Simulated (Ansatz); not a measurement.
**Dissociation curves of BH2O (SMILES B[O])**

BH2O: 4 atoms, total charge 0, spin state doublet. SMILES: `B[O]`. The coordinates come from a PBE0-D4/def2-TZVP relaxation.

```xyz
4

B    -0.0011   -0.0103   -0.0151
O     1.0253   -0.3408    0.6769
H    -1.0526   -0.5877    0.1516
H     0.0839    0.8785   -0.8336
```

The B1–H3 distance is scanned; the parts on either side stay rigid. Basis STO-3G, 2 core orbitals frozen in the correlated methods; program Ansatz 0.2.0. FCI is exact within this basis and core. Energies in eV from each method's value at 1.211 Å; open shells run as named. The shape above is that at 1.211 Å.

| distance (Å) | U-revPBE | UPBE0 | U-wB97X | UCCSD | UBCCD(T) | UCCSDT | FCI |
| --- | --- | --- | --- | --- | --- | --- | --- |
| 1.211 | 0.00 | 0.00 | 0.00 | 0.00 | 0.00 | 0.00 | 0.00 |
| 1.514 | 0.83 | 1.01 | 1.05 | 0.92 | 0.90 | 0.89 | 0.89 |
| 1.817 | 2.03 | 2.40 | 2.53 | 2.09 | 2.05 | 2.03 | 2.03 |
| 2.422 | 3.13 | 3.54 | 3.69 | 2.72 | 2.59 | 2.55 | 2.58 |
| 3.028 | 3.26 | 3.67 | 3.74 | 2.72 | 2.57 | 2.54 | 2.57 |

Departure from the FCI curve at its largest: U-revPBE +0.70 eV at 3.03 Å; UPBE0 +1.10 eV at 3.03 Å; U-wB97X +1.17 eV at 3.03 Å; UCCSD +0.16 eV at 3.03 Å; UBCCD(T) +0.03 eV at 1.82 Å; UCCSDT -0.03 eV at 3.03 Å. For the functionals part of the departure is owed to the small basis.

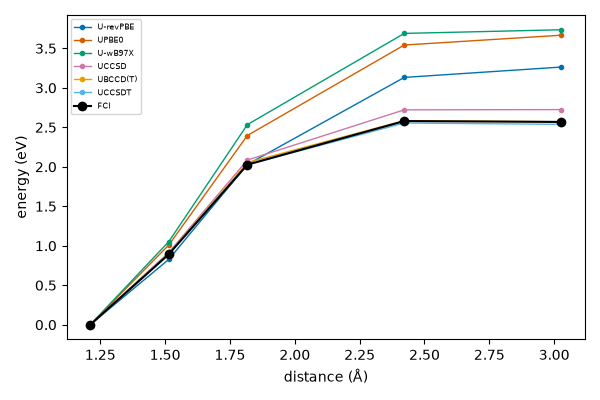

The curves of the table.
